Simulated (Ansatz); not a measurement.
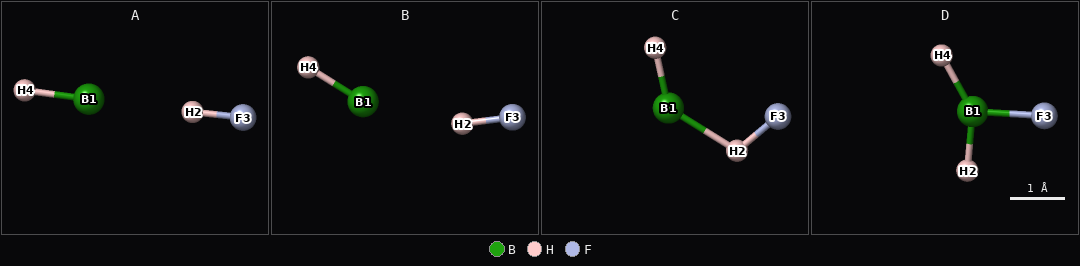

4 geometries from a converged minimum-energy path of BH2F, shuffled. A ball-and-stick model, seen at a tilt.

The calculation used RKS B3LYP/def2-TZVP in Ansatz 0.2.0. Settings: 7 movable images; climbing image; force threshold 0.05 eV/Å; iteration limit 60; starting path through a guess of the saddle point.

Question: Which frame is the top of the path?

Answer: C. In order along the path, whose images run from 0 to 8: D (image 1, +13.3 kcal/mol), C (image 4, +118.4 kcal/mol), B (image 7, +114.8 kcal/mol), A (image 8, +114.1 kcal/mol). Breaking: B1–F3 (1.32 → 2.07 at the top → 2.92 Å), B1–H2 (1.19 → 1.52 at the top → 1.96 Å). Forming: H2–F3 (2.15 → 1.04 at the top → 0.95 Å).
